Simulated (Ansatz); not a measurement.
A series of calculations on C2H7F2NSi2

### Relaxation

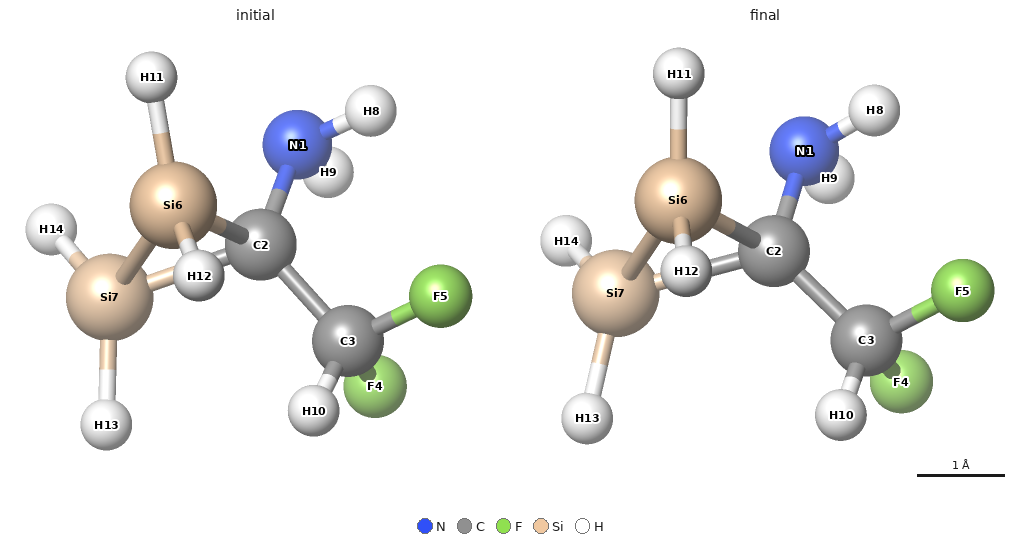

The structure of C₂H₇F₂NSi₂ before (left) and after (right) a relaxation, at one scale.

The picture is a ball-and-stick view, seen at a tilt.

The run prepares an end point of a later path (torsion) calculation, from a guessed geometry.

Theory: Ansatz 0.2.0, RKS PBE/6-31G*. Set-up: no spin polarisation; force threshold 0.015 eV/Å; at most 40 steps.

Describe what moved and what it gained.

After 10 geometry steps the energy has fallen by 52.0 kJ/mol. The largest force component goes from 4.4 to 0.0041 eV/Å. The atom that moves furthest after the best rigid fit is H13 (0.35 Å). Largest moves by element: H 0.35 Å, F 0.22 Å, N 0.14 Å, C 0.11 Å, Si 0.08 Å. Near-neighbour distances that change, for instance: N1–C2 1.530 → 1.462 Å, C2–Si6 1.877 → 1.941 Å, N1–H9 0.964 → 1.028 Å, C3–F5 1.326 → 1.388 Å. Bond angles that change, for instance: H13–Si7–H14 124.6° → 113.8°, Si6–Si7–H14 118.4° → 127.3°, C3–C2–Si6 113.1° → 121.7°. The run took 46 s on 2 threads of Arm Neoverse V1, on a shared host, peak memory 0.18 GiB.

### Relaxation

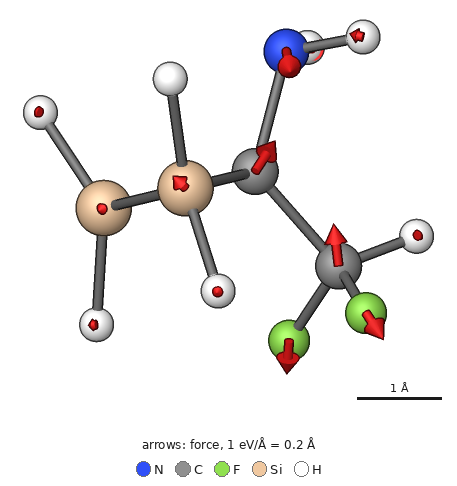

Starting geometry of C2H7F2NSi2 with the computed forces as red arrows. Style: ball-and-stick. Shown at a tilt.

The run prepares an end point of a later path (torsion) calculation, from a guessed geometry.

All numbers below come from RKS PBE/6-31G* (Ansatz 0.2.0).

The input:
```yaml
crystal:
  periodic: [false, false, false]
  atoms:
    - { symbol: "N", position_ang: [-0.8822, -1.2478, 0.8788] }
    - { symbol: C, position_ang: [-0.1441, -0.1633, 0.0919] }
    - { symbol: C, position_ang: [-0.7197, 0.2731, -1.2618] }
    - { symbol: F, position_ang: [-0.98068, 1.58552, -1.15977] }
    - { symbol: F, position_ang: [0.18376, 0.05493, -2.20733] }
    - { symbol: Si, position_ang: [0.5362, 1.2681, 1.0982] }
    - { symbol: Si, position_ang: [1.7353, -0.3804, 0.0988] }
    - { symbol: H, position_ang: [-1.8502, -0.851, 1.0083] }
    - { symbol: H, position_ang: [-1.0414, -2.0274, 0.3342] }
    - { symbol: H, position_ang: [-1.65947, -0.22979, -1.5201] }
    - { symbol: H, position_ang: [0.2458, 1.1644, 2.5794] }
    - { symbol: H, position_ang: [0.4604, 2.5681, 0.4146] }
    - { symbol: H, position_ang: [2.2805, -0.0469, -1.2364] }
    - { symbol: H, position_ang: [2.1674, -1.5261, 0.9154] }
basis:
  gaussian: { orbitals: "6-31G*" }
hamiltonian:
  xc: pbe
relax:
  f_tol: 0.015
  max_steps: 40
```

Launched with:
```bash
ansatz run input.yaml --threads 2 --pin off --max-ram 3072MiB --backend cpu --events-out ev --progress --plain --runs-dir out
```

Question: Is this structure relaxed? If not, where do the atoms go?

Answer: It isn't relaxed: the largest force vector, on N1, is 4.52 eV/Å. The final displacements have little in common with the starting forces (cosine between the two patterns −0.04). Over 14 accepted moves (15 points after the start) the energy falls by 0.930 eV. Largest force component: 4.3 eV/Å at the start, 0.0091 eV/Å at the end. The line search rejected the trial step at point 14 of the run. The atom that moves furthest after the best rigid fit is F4 (1.24 Å). By element the largest moves are F 1.24 Å, H 0.86 Å, N 0.23 Å, Si 0.15 Å, C 0.10 Å. Near-neighbour distances that change, for instance: N1–C2 1.530 → 1.457 Å, C2–Si6 1.877 → 1.949 Å, N1–H9 0.964 → 1.028 Å, C3–F5 1.326 → 1.383 Å. Among the angles between lasting bonds that change: H13–Si7–H14 124.6° → 113.5°, C2–Si7–H13 109.7° → 116.8°, C3–C2–Si7 114.1° → 121.1°. Groups turn about C2–C3 by about 60°.

### Path

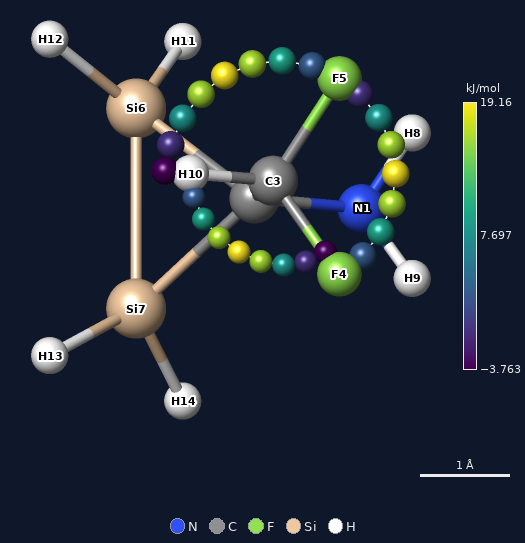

NEB run on C2H7F2NSi2. Images are numbered from 0 (start) to 8 (end). The start is drawn whole; smaller spheres mark the moving atoms (F, H) in the later images, joined by lines and coloured by the energy of the image relative to the start. A ball-and-stick model, seen from a free direction.

Computed with Ansatz 0.2.0, RKS PBE/6-31G*. Run with 7 movable images; climbing image; force threshold 0.05 eV/Å; iteration limit 60; starting path through a guess of the saddle point.

Describe the path and its energy.

Answer. The motion is a rotation about the C–C bond by about 120°. No bond forms or breaks between the ends. Among the angles between lasting bonds that change up to the highest image: C–Si–H 115.6° → 118.7°, N–C–Si 108.7° → 105.9°. Forward barrier 19.2 kJ/mol, backward barrier 22.9 kJ/mol, with image 4 at the top; the reaction energy is −3.8 kJ/mol. The band is converged. At the top, the vibrational analysis gives one imaginary mode (77i cm⁻¹), as a transition state must have.
